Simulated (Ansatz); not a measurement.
# Nb2B: one candidate of a structure search, part 2 of 2

Where does this trial cell of Nb2B go when cell and atoms are let free?

Ansatz 0.2.0; DFT PBE, scalar-relativistic, plane waves, PAW.

## (4) Spin check on a coarse mesh

Contents of input.yaml:

```yaml
crystal:
  lattice:
    - [4.3971194348, 0.0, 0.0]
    - [-2.1985597174, 3.808017134, 0.0]
    - [0.0, 0.0, 2.672508828]
  atoms:
    - { symbol: Nb, position: [0.3333333333, 0.6666666667, 0.5], spin: 1.0 }
    - { symbol: Nb, position: [0.6666666667, 0.3333333333, 0.5], spin: 1.0 }
    - { symbol: B, position: [0.0, 0.0, 0.0] }
basis:
  ecutwfc: 420
kpoints:
  mp_grid: { grid: [6, 6, 6] }
hamiltonian:
  xc: pbe
scf:
  occupations: { method: gaussian, width: 0.1 }
  lower_state_search: "off"
output:
  forces: true
  stress: true
  eigenvalues: true
  populations: true
magnetization:
  spin_polarized: true
```

On the command line:

```
$ ansatz run input.yaml --threads 1 --pin off --max-ram 2048MiB --backend cpu --events-out ev --progress --plain --runs-dir out
```

Standard output, shortened:

```text
[...]
SCF converged after 17 iterations
Magnetization: 0.0000 μB (14.5000 up, 14.5000 down)
Absolute magnetization: 0.0000 μB (∫|ρ↑−ρ↓|, with the PAW one-centre terms)
Spin contamination: 0.0000 ħ² per cell (⟨S²⟩ above its minimum at these occupations)
Per-site moments (μB) at R_I (Å): [(5.2974938013668554e-8, 1.0472047118515224), (5.29749378798967e-8, 1.0472047118515224), (5.133158440516087e-7, 1.10240989155)]
Free energy (F): -9257.646830 eV
[...]
E sigma→0 (E₀):  -9257.642385 eV
Entropy (-TS):   -0.008889 eV (-2.963 meV/atom)
Fermi energy:    16.198305 eV
[...]
--- Forces (eV/Å), atoms counted from 1 ---
  atom   1  Nb    -0.00000000     0.00000000     0.00000000
  atom   2  Nb     0.00000000    -0.00000000     0.00000000
  atom   3  B      0.00000000     0.00000000     0.00000000
[...]
--- Stress (GPa, compression-positive) ---
        0.037432      -0.000000      -0.000000
        0.000000       0.037432      -0.000000
       -0.000000      -0.000000       0.048852
  P = ⅓ Tr σ = 0.0412 GPa (0.412 kbar)
--- Band table (eV; the first three rows and the last of 56) ---
  k-point 0 ↑: bands = ["-38.6379", "-38.0718", "-15.3421", "-15.3421", "-13.8377", "-13.7607", "-13.7607", "-13.4587", "7.0926", "12.7185", "12.8889", "12.8889", "14.9320", "16.3255", "16.3255", "18.4117", "18.4117", "18.4261", "21.0173", "21.0173"]
[...]
--- Löwdin populations: 3 sites ---
  site symbol       q [e]    m [muB]
     0     Nb     12.7881    -0.0000
     1     Nb     12.7881    -0.0000
     2      B      3.3473     0.0000
  spilling = 0.002637 (of n_electrons = 29.000000)
```

Wall time 6.7 s (1 thread of AMD EPYC 7R43 (Zen 3), shared host); peak memory 0.37 GiB.

By site:

```tsv
atom	Löwdin electrons
Nb1	12.79
Nb2	12.79
B3	3.35
```

The same cell is solved with trial moments on Nb. The largest site moment that stays is 0.00 μB and the cell's total 0.00 μB. The workflow keeps spin only above 0.25 μB on a site, so the next run goes without spin.

## (5) Relaxation on the finer mesh

The end of the coarse run is made exact in the group found at a tolerance of 0.06 Å and reduced to its primitive cell.

Contents of input.yaml:

```yaml
crystal:
  lattice:
    - [4.3971194348, 0.0, 0.0]
    - [-2.1985597174, 3.808017134, 0.0]
    - [0.0, 0.0, 2.672508828]
  atoms:
    - { symbol: Nb, position: [0.3333333333, 0.6666666667, 0.5] }
    - { symbol: Nb, position: [0.6666666667, 0.3333333333, 0.5] }
    - { symbol: B, position: [0.0, 0.0, 0.0] }
basis:
  ecutwfc: 420
kpoints:
  mp_grid: { grid: [12, 12, 18] }
hamiltonian:
  xc: pbe
scf:
  occupations: { method: gaussian, width: 0.1 }
output:
  forces: true
  stress: true
  eigenvalues: true
  write_density: true
  write_potential: true
  elf: true
  volumetric_format: npy
relax:
  adjacent_minimum: "off"
  f_tol: 0.01
  max_steps: 80
  cell: { stress_tol: 0.05 }
```

On the command line:

```
$ ansatz run input.yaml --threads 1 --pin off --max-ram 2048MiB --backend cpu --events-out ev --progress --plain --runs-dir out
```

Standard output, shortened:

```text
Warning: RAYON_NUM_THREADS=1 ignored (pool sized by the plan → 1); use --threads N
[...]
[... 4 set-up lines as earlier in the session ...]
[...]
Crystal: 3 atoms, lattice volume = 44.749 Å³
Basis set: ecut = 420 eV, 903 PW (Γ), exchange–correlation on 60×60×36 points (8 copies of the dense FFT grid, shifted against one another)
Bands: 19, of which v1, the nominal top of the filled ones, is band 15 counted from 1 (14 counted from 0)
[... 1 set-up line as earlier in the session ...]
Space group: P6/mmm (ITA 191), of the structure as read, at distance tolerance 3.6e-5 Å
k-points: 190 of 2592
[...]
SCF iter   1: F=—  HF=-9257.654011 eV  |F-HF|=—  |Δ(HF+E_count)|=         —  Δρ=5.58e-3  dr2=8.98e-3  ethr=1.77e-3  ⟨swp⟩=4.9  Hψ=16031  notcnv=0
[...]
  P = ⅓ Tr σ = -0.0047 GPa (-0.047 kbar)
--- Band table (eV; the first three rows and the last of 190) ---
  k-point 0: bands = ["-38.6811", "-38.1284", "-15.3699", "-15.3699", "-13.8848", "-13.8156", "-13.8156", "-13.5150", "7.0367", "12.6629", "12.8287", "12.8287", "14.8372", "16.2609", "16.2609", "18.3112", "18.3971", "18.3971", "20.9697"]
[...]
--- Relaxed structure (3 steps of the walk, 3 accepted, 1 SCFs on fresh bases) ---
  F+E_penalty+E_count = -9257.65441563 eV   max|allowed force component| = 5.181e-16 eV/Å   (the final SCF, on the basis selected at the relaxed cell)
  cell:  # Å, volume = 44.8964 Å³
    - [4.407603203856117, -1.2721706569849872e-33, 7.95106660615617e-34]
    - [-2.2038016019280584, 3.817096344341079, 4.28745749865795e-34]
    - [4.8325491295111395e-34, 5.799058955413368e-34, 2.6685544810736515]
  atoms:
    - { symbol: Nb, position: [0.3333333333333333, 0.6666666666666666, 0.5] }
    - { symbol: Nb, position: [0.6666666666666666, 0.3333333333333333, 0.5] }
    - { symbol: B, position: [9.788405148260433e-35, -2.809759101818095e-35, -8.236092143148846e-84] }
```

Run time: 46 s. Hardware: 1 thread of AMD EPYC 7R43 (Zen 3), shared host; peak memory 0.49 GiB.

Step by step:

| step | E - E(step 1) (eV/cell) | largest force component (eV/Å) | pressure (GPa) | volume (Å³) |
| --- | --- | --- | --- | --- |
| 1 | 0.0000 | 0.0000 | 0.52 | 44.75 |
| 2 | -0.0003 | 0.0000 | -0.37 | 45.00 |
| 3 | -0.0007 | 0.0000 | -0.01 | 44.90 |
| 4 | -0.0007 | 0.0000 | 0.00 | 44.90 |

Step 1 is the start. Step 4 repeats the geometry before it on a plane-wave basis chosen anew for that cell, so its energy need not be comparable with the rows above.

|  | before | after | change |
| --- | --- | --- | --- |
| a (Å) | 4.397 | 4.408 | +0.2 % |
| b (Å) | 4.397 | 4.408 | +0.2 % |
| c (Å) | 2.673 | 2.669 | -0.1 % |
| volume (Å³/atom) | 14.92 | 14.97 | +0.3 % |
| shortest distance (Å) | 2.539 | 2.545 | +0.2 % |
| space group (0.01 Å) | P6/mmm | P6/mmm | same |

The run keeps the 24 symmetry operations of the start, so it could not have lowered the symmetry.

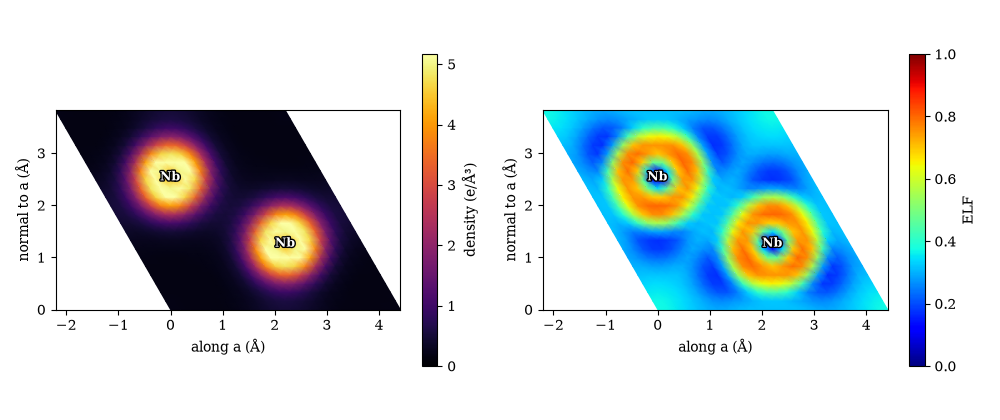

Density (left) and ELF (right) in a lattice plane of the grid's cell (edges 4.41 and 4.41 Å, at 0.500 of the third edge), which holds Nb. Only atoms in the plane are labelled. Both are smooth fields of the valence electrons: close to the nuclei they are not physical.

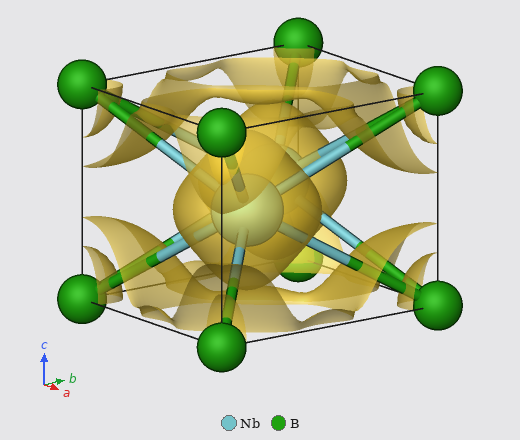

Surface of ELF = 0.49, drawn in one cell.

Maxima of ELF outside the ion cores: 0.76 in the shell around B, 0.8 Å from B; 0.55 between the atoms, 1.8 Å from Nb.

## (6) Results

This closing draws on all 2 parts. Changes of volume or cell count from the first structure of part 1.

| quantity | value |
| --- | --- |
| symmetry at the end (tolerance 0.05 Å) | space group P6/mmm (No. 191) |
| conventional cell | a = 4.408 Å, b = 4.408 Å, c = 2.669 Å, α = 90.00°, β = 90.00°, γ = 120.00° |
| volume | 14.97 Å³/atom |
| energy over the elements | +0.94 eV/atom |
| gap on the mesh | none (metal) |

The space group P6/mmm (No. 191) is kept, and the volume per atom grows by 5.2 % from the first guess. The formation energy is positive, so the separate elements lie lower. No finished test with a distortion of lower symmetry is shown, so the end may be a saddle point. Other magnetic orders were not searched.
